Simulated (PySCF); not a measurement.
C6H12O2 (SMILES CC(=O)OC(C)(C)C)

```xyz
20

C     2.9634    0.0418   -0.3310
C     1.5898   -0.4713    0.0349
O     1.3945   -1.4950    0.6375
O     0.6560    0.3718   -0.3948
C    -0.7558    0.1332   -0.1549
C    -1.4532    1.3299   -0.8024
C    -1.0343    0.0993    1.3474
C    -1.1903   -1.1688   -0.8263
H     3.5570   -0.7741   -0.7343
H     3.4510    0.4004    0.5733
H     2.8863    0.8521   -1.0486
H    -2.5298    1.2323   -0.6994
H    -1.2006    1.3830   -1.8581
H    -1.1333    2.2518   -0.3242
H    -0.5425   -0.7553    1.8036
H    -2.1040    0.0237    1.5201
H    -0.6656    1.0096    1.8159
H    -0.6882   -2.0158   -0.3674
H    -2.2641   -1.2937   -0.7186
H    -0.9413   -1.1444   -1.8853
```

Geometry: GFN2-xTB.

Level of theory: PBE0/pcSseg-1, SCF density, gas phase, non-relativistic (PySCF 2.14.0).

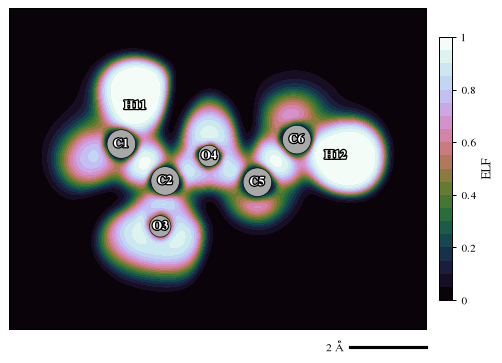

Figure 1. Electron localisation function on the plane of atoms C2, O4 and C5. Grey discs cover the atomic cores.

Q: Describe what can be read from this map.

A:
- The plane passes through C, O and H nuclei.
- C–O (1.20 Å): the ELF peaks at about 0.85 between the atoms; a multiple bond.
- C–C (1.51 Å): the ELF peaks at about 0.95 between the atoms (a covalent bond).
- C–H (1.09 Å): the ELF climbs to about 1 towards the hydrogen, as it does in any bond to H (a covalent bond by its length).
- C–O (1.33 Å): the ELF peaks at about 0.85 between the atoms, as expected for a shared but strongly polarised pair.
- The ELF also peaks beside O3 and O4, away from the bonds: lone-pair regions.

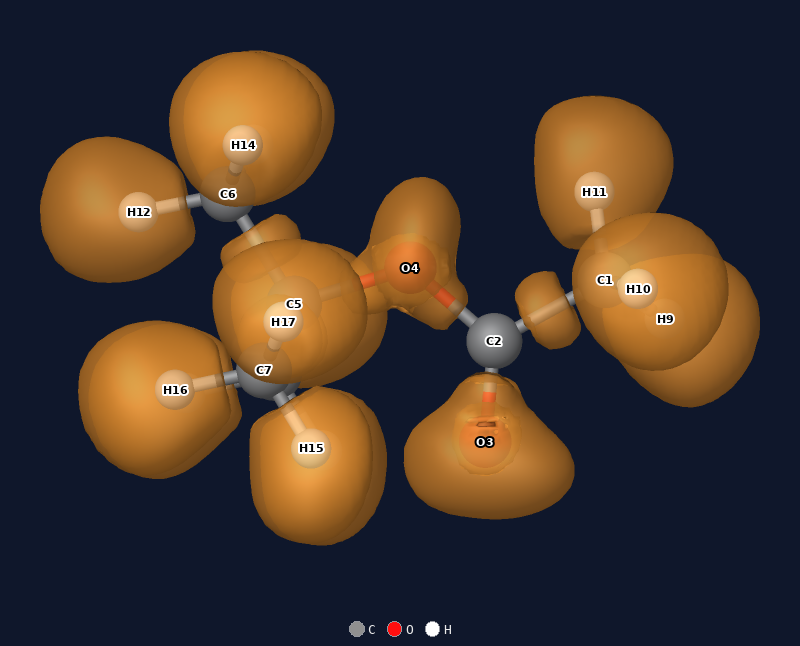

Figure 2. Isosurface of the electron localisation function at 0.75 (orange), seen across its widest extent. Only the valence region is drawn (cores and ρ < 0.01 e/Å³ removed).

Q: Describe the localisation domains.

A: The ELF exceeds this value in four regions between bonded C–C atoms (shared pairs), twelve regions around hydrogen nuclei and two regions on O in which the atom's valence shell and bonds are merged.

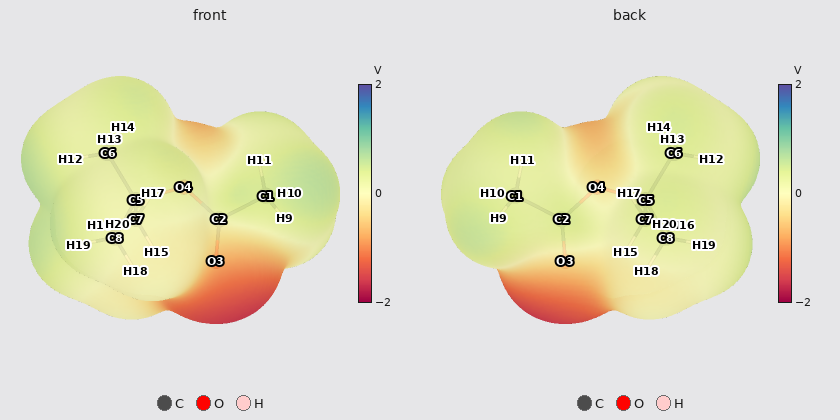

Figure 3. The electrostatic potential painted on the density surface at 0.001 e/bohr³, seen from the front and from behind; the colour scale runs from red (negative) to blue (positive).

Q: Where is the surface potential most negative and most positive?

A: The most negative region (about −1.6 V) lies over O3, the most positive (about +0.6 V) over H10 and H12. O3 is the likeliest acceptor of a hydrogen bond.

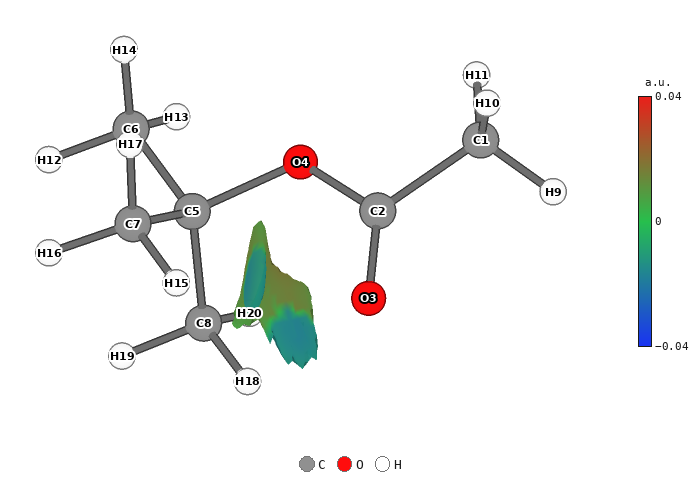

Figure 4. Non-covalent interaction (NCI) plot: the surface where the reduced density gradient is 0.5, for densities under 0.05 a.u., coloured by sign(λ₂)ρ; seen at a tilt.

Q: Identify the weak interactions.

A: Between H18 and C8 on one side and O3 on the other: a weak contact, attractive (blue-green) on one side and crowded (olive to red) on the other.
